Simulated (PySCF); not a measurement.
C$_{5}$H$_{5}$FSi (SMILES C#CC=C=C[SiH2]F)

```tsv
atom	x (Å)	y (Å)	z (Å)
C	3.3755	-0.4717	-0.4634
C	2.3922	0.2166	-0.4406
C	1.2421	1.0357	-0.4162
C	0.1561	0.7058	0.2303
C	-0.9362	0.3448	0.8226
Si	-2.3235	-0.6399	0.0159
F	-3.4132	-0.8286	1.1894
H	4.2349	-1.0722	-0.4870
H	1.3080	1.9766	-0.9500
H	-1.0886	0.6147	1.8615
H	-3.0173	0.1050	-1.0251
H	-1.9288	-1.9875	-0.3635
```

Geometry: GFN2-xTB.

Computed with PBE0/pcSseg-1, SCF density, gas phase, non-relativistic in PySCF 2.14.0.

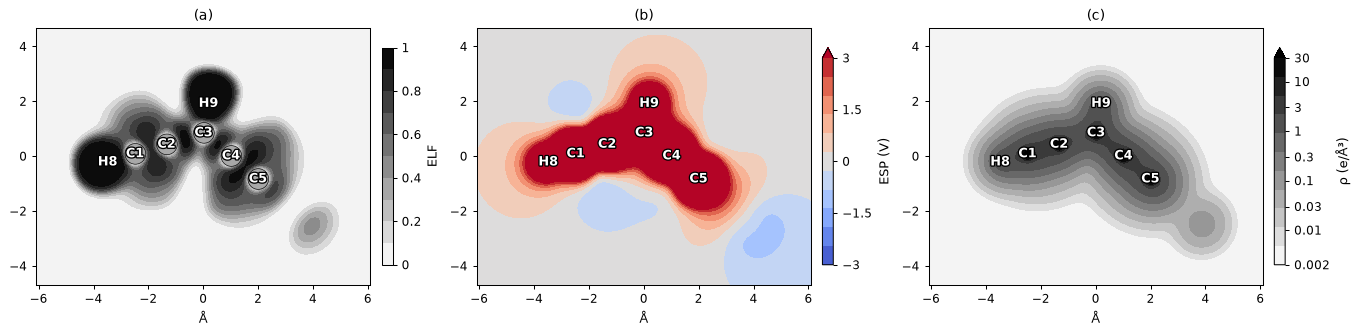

Figure 1. (a) ELF; (b) molecular electrostatic potential; (c) electron density on the plane of atoms C4, C3 and H9. Grey discs cover the atomic cores in the ELF map.

Question: Interpret the plot.

Answer:
- The section cuts through C and H sites.
- C–C (1.20 Å): the density is about 2.7 e/Å³ at the midpoint; the ELF peaks at about 0.85 between the atoms: a multiple bond.
- C–H (1.05 Å): the density is about 2.1 e/Å³ at the midpoint; the ELF climbs to about 1 towards the hydrogen, as it does in any bond to H (an ordinary covalent bond to hydrogen).
- C–C (1.29 Å): the density is about 2.4 e/Å³ at the midpoint; the ELF peaks at about 0.90 between the atoms; a short, multiple covalent bond.
- Outside the dense part of the molecule the potential is most negative (−1.0 V) near F7, which lies off the plane.

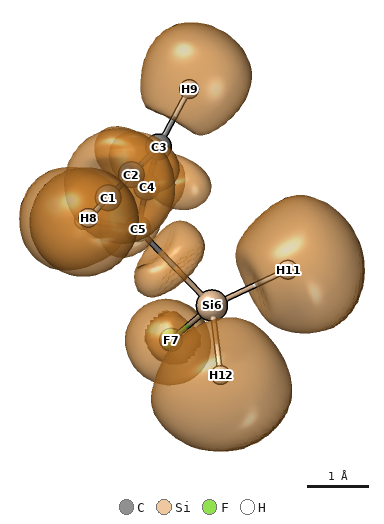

Figure 2. Isosurface of the electron localisation function at 0.8 (orange), seen at an oblique angle. Only the valence region is drawn (cores and ρ < 0.01 e/Å³ removed).

Question: Where are the electrons localised?

Answer: The ELF exceeds this value in four regions between bonded C–C atoms (shared pairs), one region between bonded C–Si atoms (shared pairs), five regions around hydrogen nuclei and one region wrapped around F (its lone pairs, merged into a ring or cap).


 Si–F (1.61 Å): the ELF peaks at about 0.85 in the valence shell of F, 0.5 Å from its nucleus, and is about 0.50 at the midpoint.

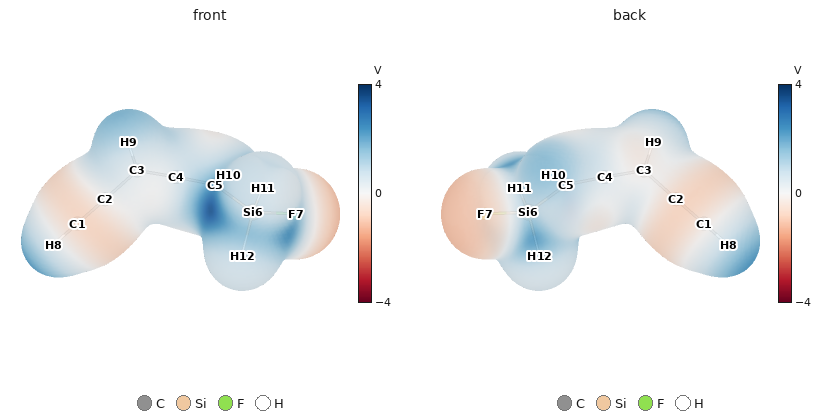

Figure 3. The electrostatic potential painted on the density surface at 0.004 e/bohr³, seen from the front and from behind; red is negative and blue positive.

Question: Which sites attract a positive test charge, and which a negative one?

Answer: A positive charge is drawn to the negative regions and a negative charge to the positive ones. The most negative region (about −1.1 V, or −25 kcal/mol for a unit charge) lies over F7, the most positive (about +2.9 V, or +67 kcal/mol for a unit charge) over Si6.

Question: How polar is the molecule by this calculation?

Answer: Its dipole moment is 1.27 D.
